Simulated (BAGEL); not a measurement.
**HF/6-31G(d) (density fitting with qzvpp-jkfit, spherical functions) run of BHF2 (SMILES FBF)**

Aim: the vertical singlet–triplet gap of BHF2 at HF/6-31G* (density fitting with qzvpp-jkfit, spherical functions), from 2 runs. 

The calculation is run with BAGEL 1.2.2.

## (1) Starting point

BHF2 has 4 atoms, charge 0, and is taken as a singlet. SMILES: `FBF`. The coordinates come from a PBE0-D4/def2-TZVP relaxation.

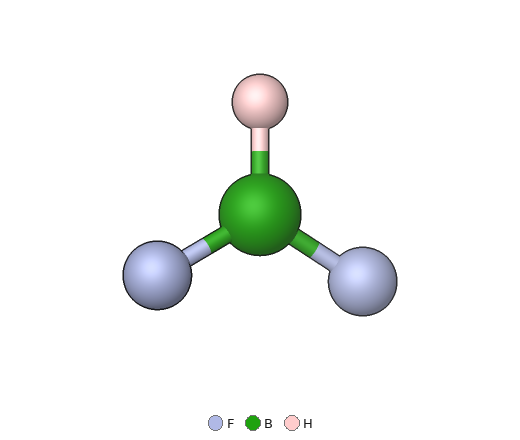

The structure, seen from a chosen angle (fluorine light blue, boron green, hydrogen pink).

## (2) The energy at HF/6-31G(d) (density fitting with qzvpp-jkfit, spherical functions)

hf.json reads:

```json
{ "bagel": [

{
  "title": "molecule",
  "basis": "6-31gs.json",
  "df_basis": "qzvpp-jkfit",
  "angstrom": true,
  "geometry": [
    { "atom": "F", "xyz": [    1.154300,    0.456900,   -0.361900 ] },
    { "atom": "B", "xyz": [   -0.001900,   -0.031000,    0.025200 ] },
    { "atom": "F", "xyz": [   -1.095400,    0.528700,   -0.438900 ] },
    { "atom": "H", "xyz": [   -0.057000,   -0.954600,    0.775600 ] }
  ]
},
{
  "title": "hf"
},
{
  "title": "print",
  "file": "orbitals.molden",
  "orbitals": true
}

]}
```

The basis set 6-31G* is read from a file made from the Basis Set Exchange's data (not shown).

Launch:

```
BAGEL_NUM_THREADS=1 BAGEL hf.json > hf.out
```

Standard output:

```text
* using 1 threads per process

  ===============================================================
  ===============================================================

  *** Geometry ***

  { "atom" : "F", "xyz" : [      2.181311,      0.863416,     -0.683892 ] },
  { "atom" : "B", "xyz" : [     -0.003590,     -0.058582,      0.047621 ] },
  { "atom" : "F", "xyz" : [     -2.070006,      0.999098,     -0.829401 ] },
  { "atom" : "H", "xyz" : [     -0.107714,     -1.803933,      1.465672 ] },

  Number of auxiliary basis functions:      247

  Since a DF basis is specified, we compute 2- and 3-index integrals:
    o Being stored without compression. Storage requirement is 0.004 GB

  Number of basis functions:       44
  Number of electrons      :       24

    * METHOD: MOLECULE                             0.05

  *** RHF ***

  === Nuclear Repulsion ===
    61.8885547595

      * DIIS with orbital gradients will be used.

  === RHF iteration (6-31gs.json) ===
      0       -224.09740471          0.03466823           0.01
      1       -224.20545403          0.02135472           0.01
      2       -224.25794564          0.00176790           0.01
      3       -224.25854743          0.00018363           0.01
      4       -224.25855543          0.00003311           0.01
      5       -224.25855570          0.00000930           0.01
      6       -224.25855573          0.00000187           0.01
      7       -224.25855573          0.00000017           0.01
      8       -224.25855573          0.00000008           0.01
      9       -224.25855573          0.00000002           0.01
     10       -224.25855573          0.00000000           0.01
    * SCF iteration converged.

    * Permanent dipole moment:
           (    0.018524,     0.306119,    -0.248748) a.u.

    * METHOD: HF                                   0.13

    * METHOD: PRINT                                0.01

  ===============================================================
```

It took 0.3 s on 1 thread of Arm Neoverse V1, shared host.

## (3) The triplet

hf.json reads:

```json
{ "bagel": [

{
  "title": "molecule",
  "basis": "6-31gs.json",
  "df_basis": "qzvpp-jkfit",
  "angstrom": true,
  "geometry": [
    { "atom": "F", "xyz": [       1.154300,       0.456900,      -0.361900 ] },
    { "atom": "B", "xyz": [      -0.001900,      -0.031000,       0.025200 ] },
    { "atom": "F", "xyz": [      -1.095400,       0.528700,      -0.438900 ] },
    { "atom": "H", "xyz": [      -0.057000,      -0.954600,       0.775600 ] }
  ]
},

{
  "title": "uhf",
  "nopen": 2
},

{
  "title": "print",
  "file": "orbitals.molden",
  "orbitals": true
}

]}
```

The basis set 6-31G* is read from a file made from the Basis Set Exchange's data (not shown).

Launch:

```
BAGEL_NUM_THREADS=1 BAGEL hf.json > hf.out
```

Standard output:

```text
* using 1 threads per process

  ===============================================================
  ===============================================================

  *** Geometry ***

  { "atom" : "F", "xyz" : [      2.181311,      0.863416,     -0.683892 ] },
  { "atom" : "B", "xyz" : [     -0.003590,     -0.058582,      0.047621 ] },
  { "atom" : "F", "xyz" : [     -2.070006,      0.999098,     -0.829401 ] },
  { "atom" : "H", "xyz" : [     -0.107714,     -1.803933,      1.465672 ] },

  Number of auxiliary basis functions:      247

  Since a DF basis is specified, we compute 2- and 3-index integrals:
    o Being stored without compression. Storage requirement is 0.004 GB

  Number of basis functions:       44
  Number of electrons      :       24

    * METHOD: MOLECULE                             0.05

  *** Open-shell HF ***

  === Nuclear Repulsion ===
    61.8885547595

      * DIIS with orbital gradients will be used.

  === UHF iteration (6-31gs.json) ===
      0       -223.77400575          0.06115621           0.02
      1       -223.87895458          0.04176493           0.02
      2       -223.91556897          0.02600402           0.02
      3       -223.93762614          0.00239613           0.02
      4       -223.93889721          0.00098086           0.02
      5       -223.93918596          0.00041473           0.02
      6       -223.93926826          0.00015459           0.02
      7       -223.93928552          0.00007119           0.02
      8       -223.93928914          0.00001636           0.02
      9       -223.93928922          0.00000569           0.02
     10       -223.93928924          0.00000225           0.02
     11       -223.93928924          0.00000088           0.02
     12       -223.93928924          0.00000031           0.02
     13       -223.93928924          0.00000011           0.02
     14       -223.93928924          0.00000004           0.02
     15       -223.93928924          0.00000002           0.02
     16       -223.93928924          0.00000001           0.02
    * SCF iteration converged.

    * S^2 (UHF) is 2.0060

    * Permanent dipole moment:
           (    0.065305,     1.091035,    -0.886375) a.u.

    * METHOD: UHF                                  0.33

    * METHOD: PRINT                                0.01

  ===============================================================
```

Wall time 0.52 s (1 thread of Arm Neoverse V1, shared host).

## (4) Summary of results

Level: HF/6-31G* (density fitting with qzvpp-jkfit, spherical functions).

```
                                        quantity          value
                           singlet: total energy  -224.25856 Eh
                          singlet: dipole moment         1.00 D
                            singlet: HOMO energy      -15.05 eV
                            singlet: LUMO energy        4.32 eV
                          singlet: HOMO–LUMO gap       19.37 eV
                           triplet: total energy  -223.93929 Eh
                          triplet: dipole moment         3.58 D
                                   triplet: ⟨S²⟩          2.006
vertical energy of the triplet above the singlet       8.688 eV
```

**Reading.** At this shape the triplet lies 8.69 eV (838 kJ/mol) above the singlet.
